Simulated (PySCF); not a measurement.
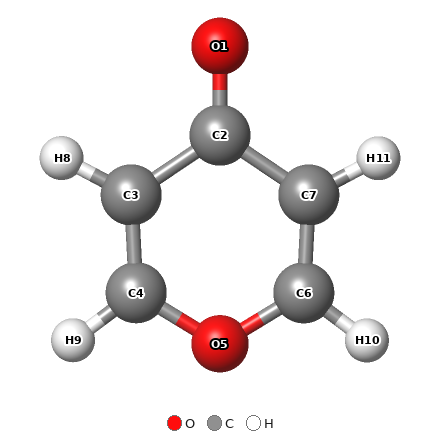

C₅H₄O₂ (pyranone), SMILES O=c1ccocc1. Vertical core-electron binding energies by ΔSCF (SCAN, pcX-2 on the ionised atom, pcseg-1 elsewhere, spin-free X2C; PySCF 2.14.0, at a GFN2-xTB geometry (no frequency check)), gas phase, against the vacuum level. One atom of each kind was ionised; within a panel, areas follow the number of like atoms, each panel is scaled alone, Gaussians of 0.4 eV full width. Only the regions named are shown. Lines closer than the width merge in the curve. The order of lines from different atoms under 0.3 eV apart is within the error of the method.

> Predict the C 1s and O 1s photoelectron lines.

| level | atoms | binding energy (eV) |
| --- | --- | --- |
| C 1s | C2 | 293.1 |
| C 1s | C4, C6 | 293.0 |
| C 1s | C3, C7 | 290.9 |
| O 1s | O5 | 540.8 |
| O 1s | O1 | 536.6 |

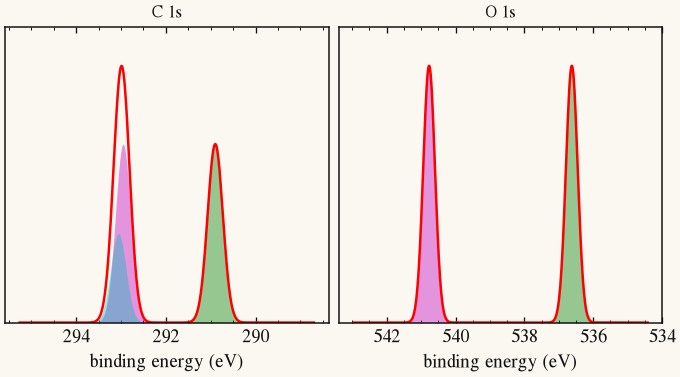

Caveats: the tight-binding geometry is rougher than a DFT one and adds to the error.
